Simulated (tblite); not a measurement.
**C4H9GeN2P: geometry relaxation (part 2 of 2)**

Continued. System: C4H9GeN2P. Method: GFN2-xTB geometry optimisation, gas phase (tblite 0.8.0). 

## Trajectory as extended XYZ, continued
```
17
Properties=species:S:1:pos:R:3:forces:R:3 step=56 energy=-637.73547
C     2.1064    0.0381    0.5636   -0.0140  -0.0050  -0.0220
C     1.3624   -0.1568   -0.7583   -0.0110  -0.0010  -0.0130
C     0.0230   -0.7747   -0.5376    0.0010   0.0010   0.0160
P    -0.4198   -2.4413   -0.6898    0.0130  -0.0060   0.0030
C    -2.0151   -1.9433   -0.1488    0.0050   0.0010   0.0040
N    -2.1501   -0.6708    0.1003    0.0080   0.0040   0.0070
N    -1.0070   -0.0148   -0.1176    0.0060   0.0160  -0.0020
Ge   -1.2342    1.7695    0.3172   -0.0060   0.0050   0.0080
H     1.5459    0.7029    1.2226    0.0000  -0.0040  -0.0020
H     3.0874    0.4723    0.3853   -0.0070  -0.0060   0.0010
H     2.2324   -0.9205    1.0626    0.0030   0.0080   0.0110
H     1.2351    0.8124   -1.2541    0.0100   0.0080  -0.0010
H     1.9493   -0.8042   -1.4126   -0.0070  -0.0020   0.0000
H    -2.8630   -2.5920   -0.0153   -0.0100  -0.0080  -0.0060
H    -0.7278    1.9678    1.7125   -0.0090  -0.0040  -0.0100
H    -0.4341    2.5937   -0.6433    0.0050   0.0010   0.0150
H    -2.6978    1.9738    0.2033    0.0140  -0.0070  -0.0090
17
Properties=species:S:1:pos:R:3:forces:R:3 step=60 energy=-637.73571
C     2.1051    0.0375    0.5618    0.0070   0.0050   0.0120
C     1.3612   -0.1572   -0.7599    0.0090   0.0000   0.0020
C     0.0233   -0.7756   -0.5357   -0.0010   0.0050  -0.0090
P    -0.4189   -2.4423   -0.6880   -0.0010   0.0070   0.0120
C    -2.0144   -1.9433   -0.1468   -0.0020   0.0030  -0.0040
N    -2.1488   -0.6705    0.1016   -0.0060  -0.0020   0.0020
N    -1.0058   -0.0143   -0.1173   -0.0050  -0.0080   0.0070
Ge   -1.2329    1.7701    0.3175    0.0040  -0.0060  -0.0040
H     1.5433    0.7012    1.2211   -0.0010  -0.0020  -0.0060
H     3.0854    0.4739    0.3855   -0.0060  -0.0040  -0.0090
H     2.2344   -0.9193    1.0642   -0.0090   0.0060  -0.0110
H     1.2347    0.8128   -1.2548    0.0030  -0.0020   0.0010
H     1.9465   -0.8047   -1.4148    0.0050  -0.0060  -0.0060
H    -2.8640   -2.5915   -0.0173    0.0090   0.0060   0.0020
H    -0.7302    1.9672    1.7127   -0.0030  -0.0020   0.0100
H    -0.4311    2.5968   -0.6390    0.0070  -0.0010   0.0100
H    -2.6949    1.9711    0.1994   -0.0110   0.0010  -0.0100
17
Properties=species:S:1:pos:R:3:forces:R:3 step=64 energy=-637.73587
C     2.1041    0.0389    0.5609   -0.0030  -0.0020  -0.0100
C     1.3616   -0.1589   -0.7610   -0.0040  -0.0010  -0.0030
C     0.0233   -0.7760   -0.5354    0.0000  -0.0030   0.0010
P    -0.4193   -2.4427   -0.6841   -0.0010  -0.0040  -0.0050
C    -2.0151   -1.9423   -0.1459    0.0010  -0.0010   0.0040
N    -2.1489   -0.6697    0.1032    0.0020   0.0030  -0.0060
N    -1.0053   -0.0147   -0.1156    0.0030   0.0050  -0.0030
Ge   -1.2311    1.7694    0.3180   -0.0070   0.0060   0.0070
H     1.5346    0.6937    1.2219    0.0040   0.0100   0.0000
H     3.0790    0.4855    0.3834    0.0100   0.0050   0.0020
H     2.2431   -0.9178    1.0594   -0.0040  -0.0100   0.0010
H     1.2356    0.8105   -1.2570    0.0000  -0.0020  -0.0050
H     1.9462   -0.8082   -1.4154    0.0030   0.0030   0.0050
H    -2.8652   -2.5895   -0.0182   -0.0020  -0.0050   0.0070
H    -0.7338    1.9653    1.7157   -0.0100  -0.0040   0.0070
H    -0.4228    2.5969   -0.6319    0.0080  -0.0020   0.0030
H    -2.6929    1.9717    0.1921   -0.0010   0.0030  -0.0070
17
Properties=species:S:1:pos:R:3:forces:R:3 step=68 energy=-637.73621
C     2.1033    0.0393    0.5571   -0.0010   0.0100   0.0030
C     1.3603   -0.1586   -0.7640    0.0020   0.0070   0.0020
C     0.0227   -0.7757   -0.5350    0.0070  -0.0010   0.0100
P    -0.4168   -2.4438   -0.6781   -0.0160   0.0150  -0.0110
C    -2.0140   -1.9433   -0.1429    0.0000  -0.0040   0.0020
N    -2.1493   -0.6701    0.1036    0.0110  -0.0090   0.0090
N    -1.0052   -0.0144   -0.1130   -0.0070  -0.0080  -0.0310
Ge   -1.2317    1.7705    0.3215   -0.0050  -0.0090  -0.0070
H     1.5376    0.6997    1.2159   -0.0100   0.0020   0.0050
H     3.0793    0.4836    0.3798    0.0180  -0.0160   0.0000
H     2.2354   -0.9177    1.0574    0.0120   0.0060   0.0030
H     1.2349    0.8109   -1.2597   -0.0090  -0.0020  -0.0110
H     1.9453   -0.8074   -1.4186   -0.0040  -0.0030   0.0050
H    -2.8630   -2.5933   -0.0166    0.0080   0.0170   0.0090
H    -0.7462    1.9611    1.7249   -0.0230  -0.0060   0.0000
H    -0.4069    2.5962   -0.6174   -0.0040  -0.0070   0.0100
H    -2.6926    1.9749    0.1752    0.0210   0.0050   0.0040
17
Properties=species:S:1:pos:R:3:forces:R:3 step=72 energy=-637.73724
C     2.1024    0.0431    0.5481    0.0250   0.0030   0.0170
C     1.3592   -0.1558   -0.7721    0.0090  -0.0070   0.0050
C     0.0248   -0.7747   -0.5325   -0.0140   0.0040  -0.0480
P    -0.4138   -2.4433   -0.6682    0.0290  -0.0270  -0.0230
C    -2.0093   -1.9437   -0.1328    0.0040   0.0170   0.0020
N    -2.1456   -0.6696    0.1077   -0.0260   0.0220   0.0000
N    -1.0048   -0.0126   -0.1183    0.0080   0.0120   0.0270
Ge   -1.2345    1.7697    0.3290    0.0380  -0.0300  -0.0100
H     1.5429    0.7185    1.1984    0.0230  -0.0130  -0.0020
H     3.0889    0.4663    0.3709   -0.0220  -0.0070   0.0080
H     2.2162   -0.9139    1.0555    0.0070   0.0430   0.0000
H     1.2296    0.8106   -1.2727    0.0010  -0.0040   0.0030
H     1.9428   -0.8067   -1.4254   -0.0010  -0.0100  -0.0020
H    -2.8571   -2.5929   -0.0047   -0.0240  -0.0110   0.0220
H    -0.7923    1.9449    1.7497   -0.0390  -0.0170  -0.0180
H    -0.3692    2.5949   -0.5733   -0.0150   0.0000   0.0090
H    -2.6874    1.9770    0.1309   -0.0020   0.0250   0.0110
17
Properties=species:S:1:pos:R:3:forces:R:3 step=76 energy=-637.73999
C     2.1008    0.0620    0.5258   -0.0270  -0.0320  -0.0350
C     1.3548   -0.1573   -0.7898   -0.0040  -0.0130  -0.0340
C     0.0223   -0.7781   -0.5394    0.0060  -0.0040   0.0010
P    -0.4127   -2.4498   -0.6498   -0.0380   0.0370  -0.0150
C    -2.0070   -1.9436   -0.1086   -0.0080  -0.0360  -0.0060
N    -2.1446   -0.6669    0.1193    0.0390  -0.0410  -0.0230
N    -1.0044   -0.0137   -0.1231    0.0120  -0.0320   0.0250
Ge   -1.2267    1.7578    0.3446   -0.0500   0.0710   0.0030
H     1.5312    0.7286    1.1765    0.0360   0.0040   0.0010
H     3.0837    0.4916    0.3487   -0.0250   0.0290  -0.0170
H     2.2254   -0.8944    1.0271    0.0150  -0.0060   0.0820
H     1.2203    0.7968   -1.3114    0.0050   0.0110   0.0180
H     1.9362   -0.8193   -1.4330    0.0260  -0.0140  -0.0140
H    -2.8512   -2.5975    0.0298    0.0020   0.0330   0.0240
H    -0.9282    1.8956    1.8048   -0.0230  -0.0440  -0.0100
H    -0.2574    2.5751   -0.4484    0.0020   0.0250  -0.0130
H    -2.6494    2.0251    0.0170    0.0310   0.0090   0.0130
17
Properties=species:S:1:pos:R:3:forces:R:3 step=80 energy=-637.74375
C     2.0973    0.0714    0.5027    0.0230  -0.0030   0.0160
C     1.3568   -0.1675   -0.8140    0.0080  -0.0180   0.0360
C     0.0240   -0.7824   -0.5539    0.0100  -0.0080   0.0510
P    -0.4176   -2.4538   -0.6420   -0.0270   0.0090  -0.0340
C    -2.0040   -1.9395   -0.0873   -0.0030   0.0000  -0.0070
N    -2.1334   -0.6595    0.1272    0.0110  -0.0120   0.0500
N    -0.9932   -0.0124   -0.1265   -0.0170  -0.0030  -0.0230
Ge   -1.2270    1.7568    0.3591   -0.0080  -0.0110  -0.0080
H     1.5253    0.7357    1.1541   -0.0210   0.0050  -0.0310
H     3.0730    0.5170    0.3274    0.0060   0.0210  -0.0550
H     2.2411   -0.8751    1.0193   -0.0170  -0.0110   0.0220
H     1.2198    0.7793   -1.3503    0.0390  -0.0260   0.0310
H     1.9409   -0.8438   -1.4408    0.0080   0.0330  -0.0180
H    -2.8498   -2.5855    0.0748    0.0030   0.0140   0.0000
H    -1.0717    1.8396    1.8435    0.0110  -0.0370  -0.0040
H    -0.1779    2.5735   -0.3260   -0.0060   0.0230  -0.0010
H    -2.6106    2.0583   -0.0771   -0.0200   0.0240  -0.0220
17
Properties=species:S:1:pos:R:3:forces:R:3 step=84 energy=-637.74651
C     2.1010    0.0739    0.4943   -0.0050   0.0110  -0.0060
C     1.3612   -0.1769   -0.8195   -0.0020   0.0000  -0.0050
C     0.0273   -0.7868   -0.5545   -0.0110  -0.0040  -0.0360
P    -0.4257   -2.4547   -0.6500    0.0030  -0.0170  -0.0050
C    -2.0034   -1.9358   -0.0777   -0.0050   0.0140   0.0170
N    -2.1247   -0.6559    0.1409   -0.0120   0.0220   0.0010
N    -0.9875   -0.0118   -0.1309    0.0230   0.0010   0.0460
Ge   -1.2309    1.7547    0.3638   -0.0050  -0.0070   0.0030
H     1.5257    0.7464    1.1333   -0.0210   0.0240  -0.0010
H     3.0717    0.5241    0.3048    0.0290  -0.0200   0.0030
H     2.2400   -0.8649    1.0265    0.0290   0.0080  -0.0080
H     1.2278    0.7668   -1.3601    0.0010   0.0200   0.0200
H     1.9476   -0.8484   -1.4490   -0.0060  -0.0200   0.0140
H    -2.8496   -2.5753    0.1016   -0.0120  -0.0200  -0.0140
H    -1.1451    1.7995    1.8562    0.0180  -0.0180  -0.0270
H    -0.1484    2.5795   -0.2634   -0.0300  -0.0050   0.0170
H    -2.5939    2.0776   -0.1263    0.0060   0.0130  -0.0190
17
Properties=species:S:1:pos:R:3:forces:R:3 step=88 energy=-637.74770
C     2.1022    0.0763    0.4895    0.0120   0.0000  -0.0020
C     1.3621   -0.1784   -0.8238   -0.0010   0.0040   0.0020
C     0.0271   -0.7876   -0.5605    0.0020   0.0040   0.0130
P    -0.4288   -2.4556   -0.6529   -0.0090   0.0130  -0.0010
C    -2.0027   -1.9344   -0.0701   -0.0020  -0.0060  -0.0070
N    -2.1212   -0.6539    0.1489    0.0090  -0.0120   0.0140
N    -0.9825   -0.0128   -0.1254   -0.0080  -0.0050  -0.0030
Ge   -1.2359    1.7519    0.3658   -0.0120   0.0080   0.0000
H     1.5330    0.7651    1.1180    0.0130  -0.0030  -0.0090
H     3.0814    0.5072    0.2957    0.0020   0.0080   0.0050
H     2.2325   -0.8572    1.0329   -0.0030  -0.0020  -0.0010
H     1.2326    0.7684   -1.3602   -0.0120  -0.0050  -0.0080
H     1.9468   -0.8524   -1.4522    0.0000  -0.0040   0.0110
H    -2.8474   -2.5770    0.1101    0.0000   0.0140  -0.0100
H    -1.1789    1.7784    1.8576    0.0080  -0.0040   0.0030
H    -0.1424    2.5836   -0.2297   -0.0070  -0.0030   0.0030
H    -2.5850    2.0902   -0.1535    0.0080  -0.0050  -0.0110
17
Properties=species:S:1:pos:R:3:forces:R:3 step=92 energy=-637.74793
C     2.1039    0.0779    0.4873   -0.0010   0.0030  -0.0010
C     1.3620   -0.1790   -0.8244    0.0020  -0.0030   0.0000
C     0.0276   -0.7885   -0.5591   -0.0020   0.0010   0.0040
P    -0.4313   -2.4555   -0.6540    0.0110  -0.0060  -0.0080
C    -2.0035   -1.9340   -0.0690    0.0020   0.0050   0.0020
N    -2.1192   -0.6541    0.1539   -0.0110   0.0080  -0.0040
N    -0.9815   -0.0135   -0.1234    0.0040   0.0060   0.0150
Ge   -1.2374    1.7516    0.3671    0.0080  -0.0080   0.0090
H     1.5335    0.7669    1.1136    0.0100   0.0040   0.0110
H     3.0823    0.5107    0.2934    0.0010   0.0000   0.0000
H     2.2346   -0.8550    1.0320    0.0010   0.0060  -0.0030
H     1.2292    0.7667   -1.3623    0.0000  -0.0070  -0.0070
H     1.9473   -0.8538   -1.4511   -0.0040  -0.0040  -0.0030
H    -2.8496   -2.5740    0.1109   -0.0090  -0.0050  -0.0050
H    -1.1875    1.7709    1.8595   -0.0050   0.0040  -0.0050
H    -0.1379    2.5829   -0.2173   -0.0040  -0.0010  -0.0010
H    -2.5796    2.0919   -0.1671   -0.0030  -0.0020  -0.0020
17
Properties=species:S:1:pos:R:3:forces:R:3 step=96 energy=-637.74806
C     2.1052    0.0794    0.4852    0.0020   0.0030   0.0020
C     1.3627   -0.1803   -0.8258   -0.0020   0.0010   0.0030
C     0.0276   -0.7878   -0.5582    0.0030  -0.0040   0.0060
P    -0.4312   -2.4546   -0.6550   -0.0120   0.0040   0.0020
C    -2.0034   -1.9331   -0.0678   -0.0050  -0.0020  -0.0060
N    -2.1190   -0.6533    0.1557    0.0080  -0.0050   0.0010
N    -0.9805   -0.0129   -0.1203    0.0020  -0.0070   0.0010
Ge   -1.2385    1.7509    0.3698   -0.0060   0.0080  -0.0060
H     1.5364    0.7689    1.1125   -0.0010   0.0020   0.0030
H     3.0838    0.5122    0.2927    0.0020  -0.0030  -0.0140
H     2.2358   -0.8532    1.0300    0.0030   0.0000   0.0030
H     1.2307    0.7628   -1.3682    0.0020  -0.0010  -0.0010
H     1.9462   -0.8588   -1.4504   -0.0010   0.0010   0.0020
H    -2.8504   -2.5729    0.1109    0.0050   0.0030  -0.0070
H    -1.1989    1.7676    1.8615   -0.0050   0.0050   0.0080
H    -0.1368    2.5839   -0.2075    0.0030  -0.0020  -0.0020
H    -2.5765    2.0932   -0.1750    0.0020  -0.0050   0.0040
17
Properties=species:S:1:pos:R:3:forces:R:3 step=100 energy=-637.74818
C     2.1065    0.0822    0.4843    0.0030  -0.0040  -0.0040
C     1.3620   -0.1810   -0.8249    0.0000  -0.0030   0.0000
C     0.0284   -0.7898   -0.5542   -0.0060   0.0010  -0.0090
P    -0.4343   -2.4552   -0.6571    0.0080  -0.0060  -0.0010
C    -2.0053   -1.9329   -0.0690    0.0000   0.0040  -0.0030
N    -2.1182   -0.6537    0.1587   -0.0050   0.0040   0.0070
N    -0.9785   -0.0147   -0.1146   -0.0010   0.0050  -0.0010
Ge   -1.2384    1.7506    0.3710    0.0060  -0.0070   0.0040
H     1.5386    0.7711    1.1135    0.0050   0.0010  -0.0110
H     3.0841    0.5149    0.2865    0.0020   0.0040   0.0000
H     2.2397   -0.8498    1.0297    0.0060   0.0010   0.0030
H     1.2281    0.7601   -1.3705   -0.0020   0.0030   0.0090
H     1.9453   -0.8593   -1.4499    0.0020  -0.0040   0.0080
H    -2.8532   -2.5715    0.1074   -0.0070  -0.0050  -0.0050
H    -1.2071    1.7659    1.8633   -0.0080   0.0100   0.0000
H    -0.1326    2.5819   -0.2006    0.0040  -0.0020  -0.0010
H    -2.5720    2.0933   -0.1833   -0.0060  -0.0020   0.0040
17
Properties=species:S:1:pos:R:3:forces:R:3 step=104 energy=-637.74837
C     2.1105    0.0837    0.4826    0.0000   0.0030   0.0020
C     1.3614   -0.1823   -0.8233    0.0040  -0.0050   0.0010
C     0.0277   -0.7903   -0.5516    0.0020   0.0020   0.0090
P    -0.4358   -2.4553   -0.6600   -0.0090   0.0100  -0.0070
C    -2.0075   -1.9327   -0.0729    0.0020  -0.0070   0.0120
N    -2.1184   -0.6547    0.1633   -0.0010  -0.0060  -0.0120
N    -0.9777   -0.0160   -0.1071   -0.0050  -0.0030  -0.0040
Ge   -1.2393    1.7501    0.3733   -0.0040   0.0010   0.0090
H     1.5471    0.7768    1.1111    0.0000   0.0040  -0.0080
H     3.0882    0.5137    0.2787   -0.0020  -0.0020   0.0050
H     2.2433   -0.8461    1.0320    0.0080   0.0030  -0.0030
H     1.2278    0.7576   -1.3712    0.0010  -0.0030   0.0080
H     1.9436   -0.8637   -1.4458    0.0040  -0.0030  -0.0080
H    -2.8565   -2.5720    0.0981    0.0010   0.0060  -0.0010
H    -1.2180    1.7716    1.8659    0.0010   0.0060  -0.0040
H    -0.1320    2.5804   -0.1972    0.0030  -0.0040   0.0020
H    -2.5714    2.0912   -0.1859   -0.0040  -0.0010   0.0000
17
Properties=species:S:1:pos:R:3:forces:R:3 step=108 energy=-637.74846
C     2.1128    0.0847    0.4820    0.0010  -0.0020  -0.0010
C     1.3623   -0.1843   -0.8223    0.0000  -0.0010  -0.0010
C     0.0280   -0.7909   -0.5493    0.0000  -0.0020  -0.0010
P    -0.4383   -2.4545   -0.6634    0.0040  -0.0060   0.0010
C    -2.0086   -1.9326   -0.0731   -0.0010   0.0030  -0.0050
N    -2.1186   -0.6548    0.1639   -0.0020   0.0030   0.0000
N    -0.9773   -0.0165   -0.1045    0.0010   0.0020   0.0000
Ge   -1.2403    1.7500    0.3750   -0.0040   0.0000  -0.0050
H     1.5493    0.7792    1.1086    0.0010   0.0010   0.0000
H     3.0899    0.5150    0.2759    0.0000   0.0010   0.0030
H     2.2480   -0.8439    1.0326    0.0020   0.0030   0.0030
H     1.2279    0.7553   -1.3702    0.0020   0.0000  -0.0010
H     1.9439   -0.8663   -1.4448   -0.0030   0.0010  -0.0030
H    -2.8592   -2.5701    0.0949   -0.0020  -0.0030   0.0020
H    -1.2233    1.7739    1.8671    0.0040   0.0040   0.0030
H    -0.1314    2.5794   -0.1949   -0.0030  -0.0050   0.0060
H    -2.5720    2.0886   -0.1875    0.0010   0.0010   0.0000
```

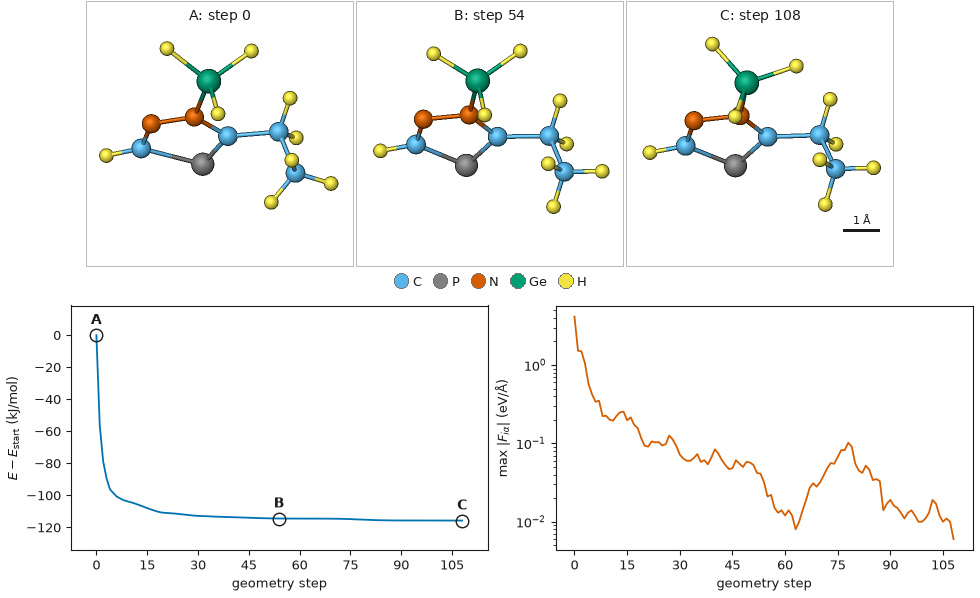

Fig. 1: Frames of the relaxation (ball-and-stick view, seen at a tilt) above the curves, on which the letters mark them (steps are counted from 0).

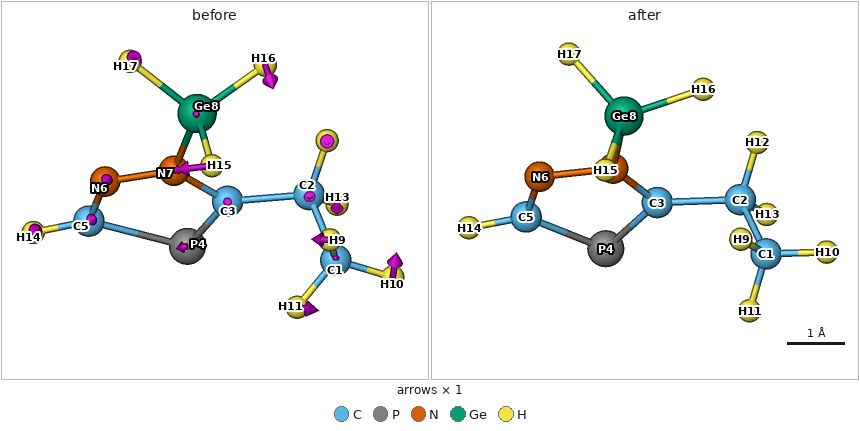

Fig. 2: Before (left) and after (right) the relaxation, at one scale (ball-and-stick view, seen at a tilt). The pink arrows give the displacements, at true length. After 108 geometry steps the energy has fallen by 115.7 kJ/mol. The largest force component goes from 4.2 to 0.006 eV/Å. The largest move after the best rigid fit is that of H15, 0.66 Å. Largest moves by element: H 0.66 Å, C 0.25 Å, N 0.25 Å, P 0.23 Å, Ge 0.10 Å. Among the contacts that change: P4–C5 1.907 → 1.757 Å, Ge8–H17 1.559 → 1.485 Å, C3–P4 1.662 → 1.731 Å, N7–Ge8 1.907 → 1.849 Å. Among the angles that change: C3–N7–Ge8 121.0° → 137.9°, P4–C5–N6 99.8° → 115.3°, N6–N7–Ge8 121.1° → 106.4°. (Atoms are counted from 1 in the order of the input.)

The run was set up as follows.

## Input
```
{"job": {"kind": "relax", "xc": "GFN2-xTB", "basis": "xTB"}, "charge": 0, "multiplicity": 1}
C      2.150100     0.017200     0.567900
C      1.297300     0.017300    -0.724600
C      0.018800    -0.684200    -0.475000
P     -0.267400    -2.306800    -0.696600
C     -2.088100    -2.160700    -0.149100
N     -2.147000    -0.888000     0.078900
N     -1.109600    -0.123400    -0.074800
Ge    -1.202900     1.746000     0.287800
H      1.861500     0.948800     1.119700
H      3.215000    -0.040000     0.337100
H      1.849000    -0.828300     1.192300
H      1.197700     1.011600    -1.149400
H      1.868600    -0.603400    -1.426900
H     -2.904200    -2.868400    -0.055800
H     -0.654400     2.036000     1.683800
H     -0.408000     2.506700    -0.754400
H     -2.683400     2.231400     0.229200
```

The first line tells a small driver script what to run in tblite; the rest is the geometry in Å.

Launch command:
```bash
OMP_NUM_THREADS=1 python <driver script> task.json out
```

## Key numbers

| quantity | value |
| --- | --- |
| outcome | converged |
| total energy | −637.7485 eV |
| hardware | 1 CPU thread, shared host |
| peak memory | 0.18 GiB |
